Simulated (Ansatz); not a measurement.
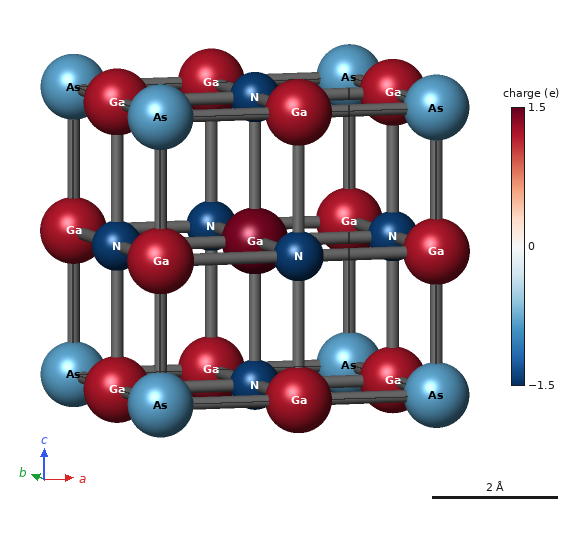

This ball-and-stick model is shown slightly off an axis. The simulation cell is outlined; an atom on or near a face, edge or corner is repeated at each equivalent position. The atoms of this Ga$_{4}$AsN$_{3}$ cell are coloured by their Bader charge.

Results below were computed with DFT PBE, scalar-relativistic, plane waves, PAW (Ansatz); the settings were an energy cutoff of 420 eV, an 8×8×8 sampling of the Brillouin zone, Gaussian smearing of 0.1 eV, no spin polarisation.

Q: Interpret the colouring.

A: Most positive: Ga; most negative: N. Charges: about Ga +1.2 to +1.4 e; As -0.8 e; N -1.4 e.

It goes back to a structure type filled with these elements by a generator (whether the compound takes this form wasn't checked). Earlier steps of the study may have refined or changed the cell and positions. A calculation with Ansatz used it as input.
